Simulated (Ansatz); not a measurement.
# S2O (Disulfur monoxide) at BCCD(T)/STO-3G

Aim: the vertical ionisation energy of S2O (Disulfur monoxide) at BCCD(T)/STO-3G, from 2 runs. 

Program for the calculation: Ansatz 0.2.0.

53 further runs of the same task are left out: 20 that didn't finish, 33 set aside as unsound or not needed.

## 1. The molecule

The species is S2O (3 atoms), meant as a singlet with charge 0. SMILES: `O=S=S`. The coordinates come from a GFN2-xTB relaxation.

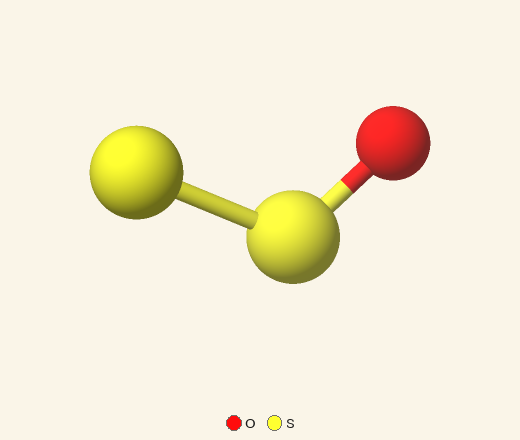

Viewed from a chosen angle; oxygen red, sulfur yellow.

## 2. The energy at BCCD(T)/STO-3G

The input, input.yaml:

```yaml
crystal:
  periodic: [false, false, false]
  atoms:
    - {symbol: O, position_ang: [0.431370, 1.195520, 0.483120]}
    - {symbol: S, position_ang: [0.559470, -0.210460, 0.159300]}
    - {symbol: S, position_ang: [-0.990830, -0.985060, -0.642420]}
basis:
  gaussian:
    orbitals: STO-3G
scf:
  omitted_lower_state_checks: [cluster_reference, increment]
correlation:
  method: bccd_t
  frozen_orbitals: {O: 1, S: 5}
accuracy: high
```

Run with:

```bash
$ ansatz run input.yaml --threads 1 --pin off --max-ram 2610MiB --events-out events.jsonl --progress --plain --runs-dir runs
```

Output (excerpt; [...] marks lines left out):

```text
Warning: RAYON_NUM_THREADS=1 ignored (pool sized by the plan → 1); use --threads N
Functional definition: HF
  name "HF"
[...]
411 factors; integrals over basis functions are off by at most 2.6e-8 eV
[...]
mean field -23401.95039852 eV, -860.0058147337 hartree, gradient 2.4e-8 eV, S^2 0.000000; 3 other end points of the search recorded, 0 dependent functions left out; unrestricted orbitals would lower it
11 core orbitals not correlated: weight in the atoms' cores, before any rotation towards them, 1.000 or more for the frozen orbitals, at most 0.000 for the correlated occupied ones
reference -23401.95039852 eV, -860.0058147337 hartree; 9, 9 occupied and 3, 3 virtual orbitals, 411 factors
second order -4.38570598 eV of doubles, -0.00000000 eV of singles
cycle   1  -4.13793062 eV  change   -4.6e-1 eV  update   1.0e-1
[...]
cycle  33  -4.53834558 eV  change  -8.1e-10 eV  update  3.0e-10
perturbative correction -0.45963221 eV, -0.0168911722 hartree
WARN: these amplitudes may be one of several solutions (largest doubles amplitude 0.33, level shift 3.18 eV)
Total energy: -23406.94837630 eV, -860.1894870297 hartree
Checks for a lower state left out: cluster_reference, increment
```

Wall time 0.55 s (1 thread of Arm Neoverse V1, shared host).

## 3. The doublet cation at the same level

The input, input.yaml:

```yaml
crystal:
  periodic: [false, false, false]
  atoms:
    - {symbol: O, position_ang: [0.431370, 1.195520, 0.483120]}
    - {symbol: S, position_ang: [0.559470, -0.210460, 0.159300]}
    - {symbol: S, position_ang: [-0.990830, -0.985060, -0.642420]}
basis:
  gaussian: {orbitals: STO-3G}
total_charge: 1
magnetization: {spin_polarized: true, initial_magnetization: 1}
correlation: {method: bccd_t, frozen_orbitals: {O: 1, S: 5}}
accuracy: high
scf: {omitted_lower_state_checks: [cluster_reference, increment]}
```

Run with:

```bash
$ ansatz run input.yaml --threads 1 --pin off --max-ram 2610MiB --events-out events.jsonl --progress --plain --runs-dir runs
```

Output (excerpt; [...] marks lines left out):

```text
Warning: RAYON_NUM_THREADS=1 ignored (pool sized by the plan → 1); use --threads N
Functional definition: HF
  name "HF"
[...]
411 factors; integrals over basis functions are off by at most 2.6e-8 eV
[...]
mean field -23398.13203979 eV, -859.8654926387 hartree, gradient 2.5e-8 eV, S^2 1.609252; 19 other end points of the search recorded, 0 dependent functions left out
11 core orbitals not correlated: weight in the atoms' cores, before any rotation towards them, 1.000 or more for the frozen orbitals, at most 0.000 for the correlated occupied ones
reference -23398.13203979 eV, -859.8654926387 hartree; 9, 8 occupied and 3, 4 virtual orbitals, 411 factors
second order -1.98351639 eV of doubles, -0.00000000 eV of singles
cycle   1  -2.38201687 eV  change   -4.0e-1 eV  update   1.1e-1
[...]
cycle  55  -3.05201684 eV  change    2.0e-9 eV  update  7.7e-10
perturbative correction -0.40453438 eV, -0.0148663641 hartree
Total energy: -23401.58859100 eV, -859.9925185530 hartree
Checks for a lower state left out: cluster_reference, increment
```

Run time: 2.5 s. Hardware: 1 thread of Arm Neoverse V1, shared host; peak memory 0.092 GiB.

## 4. Results

At BCCD(T)/STO-3G, 11 core orbitals frozen:

| quantity | value |
| --- | --- |
| singlet S2O: total energy | -860.18949 Eh |
| singlet S2O: correlation energy (11 core orbitals frozen) | -183.7 mEh |
| singlet S2O: (T) correction | -16.89 mEh |
| doublet cation: total energy | -859.99252 Eh |
| doublet cation: correlation energy (11 core orbitals frozen) | -127.0 mEh |
| doublet cation: (T) correction | -14.87 mEh |
| doublet cation: ⟨S²⟩ of the reference determinant | 1.609 |
| vertical ionisation energy (to the doublet cation) | 5.360 eV |

**Reading.** The vertical ionisation energy comes to 5.36 eV (517 kJ/mol). In a minimal basis such a difference can be off by several eV, whatever the method. The restricted solution (singlet S2O) is unstable to spin breaking: an unrestricted one lies lower. The triples (singlet S2O) make up 9.2 % of the correlation energy. ⟨S²⟩ (doublet cation) is 1.61 where a pure doublet has 0.75: the reference is spin-contaminated. The triples (doublet cation) make up 11.7 % of the correlation energy.
